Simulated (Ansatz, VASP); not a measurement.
# GaN in two plane-wave programs

Aim: how closely do two programs agree when they are given the same cell, functional and k mesh? The cell is taken from a series of VASP runs on this material, whose earlier steps may have relaxed, scaled or displaced it; both programs get it as it stands. Valence electrons are named where the data sets of a main pair hold unlike numbers.

Main program and level: Ansatz 0.2.0; plane waves, with VASP 6.6.1 beside it; band structure at HSE06.

### 1. Starting point

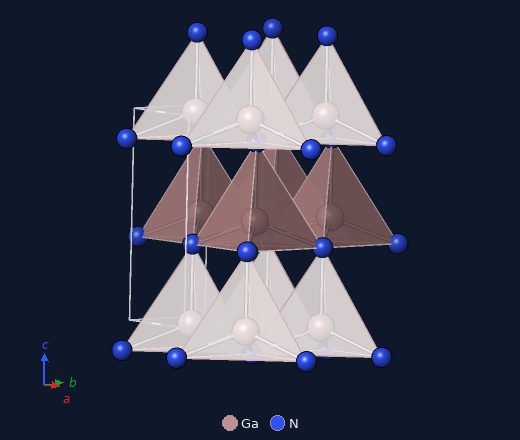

The cell as given, slightly off an axis (gallium pink, nitrogen blue). 2×2×1 cells are drawn. Some periodic images of atoms are drawn too.

### 2. Ansatz: band structure, HSE06

Ansatz runs on its default PAW (the set named soft_2) files.

The same path points are solved in both programs, so levels can be compared one by one.

input.yaml

```yaml
crystal:
  lattice:
    - [3.19, 0.0, 0.0]
    - [-1.595, 2.7626210381, 0.0]
    - [0.0, 0.0, 5.189]
  atoms:
    - { symbol: Ga, position: [0.3333333333, 0.6666666667, 0.5] }
    - { symbol: Ga, position: [0.6666666667, 0.3333333333, 0.0] }
    - { symbol: "N", position: [0.3333333333, 0.6666666667, 0.875] }
    - { symbol: "N", position: [0.6666666667, 0.3333333333, 0.375] }
hamiltonian:
  xc: { exchange: pbe, correlation: pbe, exx: { coeff: 0.25, omega: 0.2 } }
  pseudopotentials: { kind: paw }
kpoints:
  mp_grid: { grid: [5, 5, 3] }
  band_path:
    path:
      - [0.0, 0.0, 0.0]
      - [0.44444, 0.0, 0.0]
      - [0.38889, 0.22222, 0.0]
      - [0.18519, 0.18519, 0.0]
      - [0.0, 0.0, 0.11111]
      - [0.0, 0.0, 0.5]
      - [0.44444, 0.0, 0.5]
      - [0.38889, 0.22222, 0.5]
      - [0.18519, 0.18519, 0.5]
      - [0.5, 0.0, 0.38889]
      - [0.33333, 0.33333, 0.0]
      - [0.33333, 0.33333, 0.5]
    npoints: 1
scf:
  occupations: { method: gaussian, width: 0.03 }
  n_extra_bands: 8
output:
  forces: true
  stress: true
  eigenvalues: true
```

The run is started by

```sh
> ansatz run input.yaml --threads 4 --pin off --max-ram 9216MiB --backend cpu --events-out ev --progress --plain --runs-dir out
```

Numbers of over 12 decimals in the logs are rounded to 6 here.

The program printed:

```text
Warning: output.stress: scf.convergence.dr2_threshold = 1e-7 eV (the SCF's general default) is looser than the 4e-10 eV advised for a printed stress (1e-10 eV for each atom of the cell: 4). What an SCF threshold leaves in a stress goes as its square root, and in the free energy as the threshold itself, and one threshold admits the most on a small cell: [figures from the program's tests cut] Set scf.convergence.dr2_threshold to 4e-10 eV or tighter. The threshold is an SCF's pass mark: one that does not reach it within its budget of iterations ends unconverged, or closes short of it on a stop that the run arms, and scf.convergence.dr2_threshold's page says what that costs each kind of run
Warning: output.stress: scf.exx.energy_threshold = 1e-6 eV is looser than the 4e-8 eV advised for a stress under a hybrid functional (1e-8 eV for each atom of the cell: 4). Every SCF of the exchange loop can meet its threshold on dr2 while the loop round them stops early: no threshold on dr2 bounds what that leaves in the stress. Set scf.exx.energy_threshold to 4e-8 eV or tighter. The threshold is the loop's pass mark: a loop that does not reach it within its budget of cycles ends unconverged, and scf.exx.energy_threshold's page has the law
scf.n_extra_bands = 8 over 18 filled bands (N_el = 36.0): the run solves 26 bands
Engine: ansatz 0.2.0, x86_64-unknown-linux-gnu
Pseudopotentials: kind: paw
Pseudopotential: Ga, paw, valence charge 13, recommended cutoff 420 eV (normal), Ga.paw.azcp
Pseudopotential: N, paw, valence charge 5, recommended cutoff 420 eV (normal), N.paw.azcp
Functional definition: unnamed
  parameter a_1 = 0.25
  parameter omega_1 = 0.2/angstrom
  exchange = pbe_x + (-a_1)*pbe_x_sr(omega_1) + a_1*exact_x_sr(omega_1)
  correlation = pbe_c
Crystal: 4 atoms, lattice volume = 45.729 Å³
Basis set: ecut = 420 eV, 917 PW (Γ), exchange–correlation on 48×48×72 points (8 copies of the dense FFT grid, shifted against one another)
Bands: 26, of which v1, the nominal top of the filled ones, is band 18 counted from 1 (17 counted from 0)
Symmetry: 12 space group operations
Space group: P63mc (ITA 186), of the structure as read, at distance tolerance 3.6e-5 Å
k-points: 10 of 75 (time reversal used)
Non-local potential: Ga, projectors of the file, l = 0: 2, l = 1: 2, l = 2: 3, l = 3: 1
Non-local potential: N, projectors of the file, l = 0: 2, l = 1: 2, l = 2: 1
PAW form: soft (Blöchl's): semilocal exchange-correlation on the pseudo side does not see the compensation charge
PAW frozen core: Ga, regenerated for the run's functional, and the local potential with it (the file was generated under x = pbe(κ = 0.804, μ = 0.219515), c = pbe(β = 0.066725))
PAW frozen core: N, regenerated for the run's functional, and the local potential with it (the file was generated under x = pbe(κ = 0.804, μ = 0.219515), c = pbe(β = 0.066725))
PAW one-centre angular grid: Ga, 590 points (default); XC on 64 Gauss nodes
PAW one-centre angular grid: N, 110 points (default); XC on 64 Gauss nodes
Initial density: superposition of atomic densities (neutral atoms: chi_scale 0, normalization atom), corrected by the library's trained network
Initial wavefunctions: pseudopotential atomic-orbital guess
Functional: x = pbe(κ = 0.804, μ = 0.219515), c = pbe(β = 0.066725), warm-up for x = pbe(κ = 0.804, μ = 0.219515) + 0.25 (exact − pbe) at short range (hse, ω = 0.2 Å⁻¹), c = pbe(β = 0.066725)
SCF iter   1: F=—  HF=-8335.805124 eV  |F-HF|=—  |Δ(HF+E_count)|=         —  Δρ=8.54e-4  dr2=1.26e-4  ethr=1.77e-3  ⟨swp⟩=2.0  Hψ=1648  notcnv=0
preconditioner: auto → none  [insulator: Δε(μ)=1.883 eV  Ē_g=18.793 eV  σ=0.030 eV  W_gap=1.00  n_scr=22 (ndim 8)  ℏωp=32.9 eV  f_vac=0.009  D(μ)=0.00/eV (n_scr^D=0)]
SCF iter   2: F=-8335.805471 eV  HF=-8335.805367 eV  |F-HF|=1.03e-4  |Δ(HF+E_count)|=   2.44e-4  Δρ=3.97e-4  dr2=2.73e-5  ethr=3.51e-7  ⟨swp⟩=4.3  Hψ=751  notcnv=0
SCF 1 stopped early in 2 iterations: F = -8335.805471 eV  dr2 = 2.73e-5
  greatest PAW one-centre occupation: 0.995 electrons in one spin orbital (limit 2), on the Ga atom at site 1 (counted from 0), in its partial waves of l = 2
Initial density: handed on by an earlier stage of this run
Initial wavefunctions: those handed on with the density
Functional: x = pbe(κ = 0.804, μ = 0.219515) + 0.25 (exact − pbe) at short range (hse, ω = 0.2 Å⁻¹), c = pbe(β = 0.066725)
Exchange kernel: α = 0.2500, screened, ω = 0.2000 Å⁻¹, Wigner–Seitz truncation, v(0) = 1108.1286 eV·Å³, q-mesh 5×5×3, nearest image of the exchange supercell L = 15.57 Å, pair-density grid 18×18×30, without the augmentation charges, whose exchange is taken in its separable form by FFT convolution over the k-point mesh (sized by the pseudopotential files, 20×20×36 at the most), smooth part of the exact exchange by density-matrix convolution
Frozen-core exchange: fock
SCF iter   1: F=—  HF=-8336.824638 eV  |F-HF|=—  |Δ(HF+E_count)|=         —  Δρ=1.75e-2  dr2=5.53e-2  ethr=7.58e-7  ⟨swp⟩=6.0  Hψ=1314  notcnv=0
preconditioner: auto → none  [insulator: Δε(μ)=3.123 eV  Ē_g=22.030 eV  σ=0.030 eV  W_gap=1.00  n_scr=22 (ndim 8)  ℏωp=32.9 eV  f_vac=0.010  D(μ)=0.00/eV (n_scr^D=0)]
SCF iter   2: F=—  HF=-8336.797866 eV  |F-HF|=—  |Δ(HF+E_count)|=   2.68e-2  Δρ=4.31e-3  dr2=6.01e-3  ethr=7.58e-7  ⟨swp⟩=4.0  Hψ=945  notcnv=0
SCF iter   3: F=—  HF=-8336.813756 eV  |F-HF|=—  |Δ(HF+E_count)|=   1.59e-2  Δρ=4.37e-3  dr2=3.22e-3  ethr=7.58e-7  ⟨swp⟩=4.0  Hψ=948  notcnv=0
SCF iter   4: F=—  HF=-8336.813274 eV  |F-HF|=—  |Δ(HF+E_count)|=   4.82e-4  Δρ=1.49e-3  dr2=3.54e-4  ethr=7.58e-7  ⟨swp⟩=3.4  Hψ=626  notcnv=0
SCF iter   5: F=—  HF=-8336.813568 eV  |F-HF|=—  |Δ(HF+E_count)|=   2.94e-4  Δρ=4.76e-4  dr2=6.89e-5  ethr=7.58e-7  ⟨swp⟩=3.6  Hψ=488  notcnv=0  defer=1
SCF iter   6: F=—  HF=-8336.813548 eV  |F-HF|=—  |Δ(HF+E_count)|=   1.96e-5  Δρ=1.62e-4  dr2=1.61e-5  ethr=1.84e-7  ⟨swp⟩=3.0  Hψ=622  notcnv=0
iter 7 solved again at ethr=5.20e-10 eV; its pass at ethr=3.78e-8 eV (dr2=1.87e-7 eV) is discarded
SCF iter   7: F=-8336.813544 eV  HF=-8336.813544 eV  |F-HF|=1.88e-7  |Δ(HF+E_count)|=   4.40e-6  Δρ=2.46e-5  dr2=2.66e-6  ethr=5.20e-10  ⟨swp⟩=4.3  Hψ=1168  notcnv=0  defer=2
SCF 2 stopped early in 7 iterations: F = -8336.813544 eV  dr2 = 2.66e-6
  Residual-converged pass: ⟨swp⟩=3.0  Hψ=577  notcnv=0  max |occ|·‖R‖ = 6.4e-6 eV (tolerance 6.7e-6 eV)  dr2=2.66e-6  dr2_onsite=1.39e-7  max |Δocc| = 0.0e0
  greatest PAW one-centre occupation: 0.996 electrons in one spin orbital (limit 2), on the Ga atom at site 1 (counted from 0), in its partial waves of l = 2
hybrid outer 1: dexx = +1.767e-2 eV, tail = 5.51e-5 eV
Exchange kernel: α = 0.2500, screened, ω = 0.2000 Å⁻¹, Wigner–Seitz truncation, v(0) = 1108.1286 eV·Å³, q-mesh 5×5×3, nearest image of the exchange supercell L = 15.57 Å, pair-density grid 18×18×30, without the augmentation charges, whose exchange is taken in its separable form by FFT convolution over the k-point mesh (sized by the pseudopotential files, 20×20×36 at the most), smooth part of the exact exchange by density-matrix convolution
Frozen-core exchange: fock
SCF iter   1: F=—  HF=-8336.813002 eV  |F-HF|=—  |Δ(HF+E_count)|=         —  Δρ=5.61e-5  dr2=8.63e-7  ethr=7.65e-7  ⟨swp⟩=4.0  Hψ=609  notcnv=0
preconditioner: auto → none  [insulator: Δε(μ)=3.175 eV  Ē_g=21.861 eV  σ=0.030 eV  W_gap=1.00  n_scr=22 (ndim 8)  ℏωp=32.9 eV  f_vac=0.012  D(μ)=0.00/eV (n_scr^D=0)]
SCF iter   2: F=—  HF=-8336.813004 eV  |F-HF|=—  |Δ(HF+E_count)|=   1.76e-6  Δρ=1.52e-5  dr2=4.09e-8  ethr=2.01e-9  ⟨swp⟩=4.0  Hψ=783  notcnv=0
SCF iter   3: F=—  HF=-8336.813004 eV  |F-HF|=—  |Δ(HF+E_count)|=   2.57e-8  Δρ=7.17e-6  dr2=1.05e-8  ethr=1.08e-10  ⟨swp⟩=3.9  Hψ=713  notcnv=0
SCF iter   4: F=—  HF=-8336.813004 eV  |F-HF|=—  |Δ(HF+E_count)|=   7.41e-9  Δρ=4.02e-6  dr2=2.39e-9  ethr=2.75e-11  ⟨swp⟩=2.3  Hψ=477  notcnv=0
SCF iter   5: F=-8336.813004 eV  HF=-8336.813004 eV  |F-HF|=3.67e-10  |Δ(HF+E_count)|=   1.60e-9  Δρ=1.22e-6  dr2=4.06e-10  ethr=4.83e-12  ⟨swp⟩=3.0  Hψ=466  notcnv=0
SCF 3 converged in 5 iterations: F = -8336.813004 eV  dr2 = 4.06e-10
  Residual-converged pass: ⟨swp⟩=3.0  Hψ=598  notcnv=0  max |occ|·‖R‖ = 4.6e-7 eV (tolerance 6.3e-7 eV)  dr2=4.29e-10  dr2_onsite=2.33e-10  max |Δocc| = 0.0e0
  greatest PAW one-centre occupation: 0.996 electrons in one spin orbital (limit 2), on the Ga atom at site 0 (counted from 0), in its partial waves of l = 2
hybrid outer 2: dexx = +6.521e-7 eV, tail = 2.51e-8 eV, Δε = 2.92e-3 eV (about 7.39e-5 eV left of the loop's levels), ΔF = 1.16e-4 eV/Å (tail 8.06e-5)
NSCF: frozen V_eff on 12 k-points
hybrid SCF converged: 2 outer / 12 inner (+2 warm-up), last move |dexx| = 6.52e-7 eV, tail = 2.51e-8 eV
Stability not checked: this state was not tested for a lower state beside it, because the functional holds exact exchange (a hybrid, or Hartree-Fock), whose exchange loop this test does not read (fock_operator; see scf.lower_state_search)
Free energy (F): -8336.813003 eV
Frozen-core exchange: fock
Harris-Foulkes:  -8336.813003 eV  (|F-HF|=3.67e-10)
Internal energy: -8336.813003 eV  (E = F + TS)
E sigma→0 (E₀):  -8336.813003 eV
Fermi energy:    10.439344 eV
--- Per-component energies (eV) ---
  E_band       = -93.258852
  E_kinetic    = 493.482462
  E_local      = -3912.714293  (includes V_loc(G=0)·N_el)
  E_nonlocal   = 949.726179
  E_hartree    = 1807.898937
  E_xc         = -206.772649
  E_vxc        = -213.977026  (∫ρ·V_xc dr)
  E_exx        = -124.570945  (= α·E_x^exact, valence–valence)
  E_paw        = -4171.536513  (= ΣΔE_a)
  E_vpaw       = -776.433393  (= ΣTr[D̂ρ^β])
  E_aug_tail   = 0.000122  (compensation charges beyond the density's cutoff)
  E_ewald      = -3172.508547
  E_core_change = 0.182250  (= ΣΔE_core)
  E_smearing   = -0.000000  (= −TS)
  E_closure    = -0.000006  (closes the sum)
  Σ components = -8336.813003   (vs F -8336.813003, Δ=1.82e-12)
--- Forces (eV/Å), atoms counted from 1 ---
  atom   1  Ga    -0.00000000     0.00000000    -0.13932303
  atom   2  Ga     0.00000000    -0.00000000    -0.13932303
  atom   3  N      0.00000000     0.00000000     0.13931154
  atom   4  N     -0.00000000    -0.00000000     0.13931154
  max |Σ_I F_I| component: 2.30e-5 eV/Å
--- Stress (GPa, compression-positive) ---
       -1.447568       0.000000       0.000000
        0.000000      -1.447568       0.000000
        0.000000       0.000000      -0.497761
  P = ⅓ Tr σ = -1.1310 GPa (-11.310 kbar)
--- Band table (eV; the first three rows and the last of 10) ---
  k-point 0: bands = [... 14 lower, 7.7215, 8.7924, 8.8518, 8.8518, 12.0268, 14.5457, 19.8145, 20.3223, ... 4 higher]
  k-point 1: bands = [... 14 lower, 7.9928, 7.9928, 8.5574, 8.5574, 13.7599, 14.6921, 19.1310, 19.5087, ... 4 higher]
  k-point 2: bands = [... 14 lower, 6.5660, 6.9928, 8.3412, 8.4949, 13.9785, 16.1623, 18.2011, 19.1377, ... 4 higher]
  k-point 9: bands = [... 14 lower, 4.5473, 5.7421, 6.4662, 7.1915, 15.5307, 16.7915, 17.9934, 18.2689, ... 4 higher]
```

Wall time 15 s (4 threads of AMD EPYC 9B45 (Zen 5), shared host); peak memory 0.85 GiB.

The column dr2 measures how far the density is from self-consistency, as an energy; F and HF (Harris–Foulkes) agree once it is small.

(Continued in part 2 of 2.)

[Lines on the potential files, build, host, timing and source positions are cut from VASP's logs without a mark.]

[Logs are printed without paths, hosts, clocks, repeated set-up lines and the standing remarks that a program may print on its own settings, such as how far it seeks lower states.]

[Hosts, paths, dates, database ids (printed as entryN), source tags and the programs' standing remarks are cut or masked in the printed files.]
